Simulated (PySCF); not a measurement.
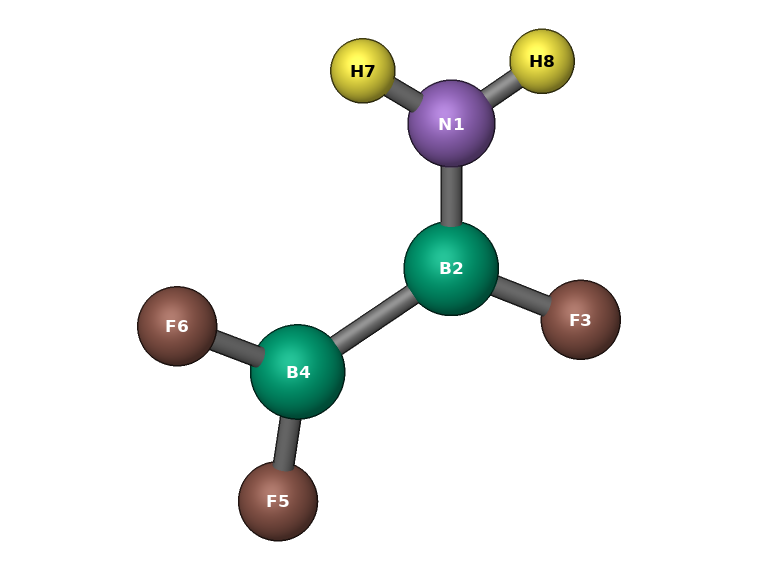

The questions are on isotropic NMR shieldings of the F atoms. The computed structure is the end point of a GFN2-xTB optimisation. No frequency run is at hand to confirm it as a minimum. Properties computed with GIAO PBE0/pcSseg-1 NMR shielding, non-relativistic, gas phase (PySCF 2.14.0).

Give the isotropic NMR shieldings of the F atoms atom by atom.

```
atom  σ (ppm)
  F3    275.5
  F5    218.4
  F6    216.3
```

The geometry is semi-empirical. Around B such bond lengths and angles can be off by a tenth of an ångström or more and by several degrees, and values that hang on the shape move with them.
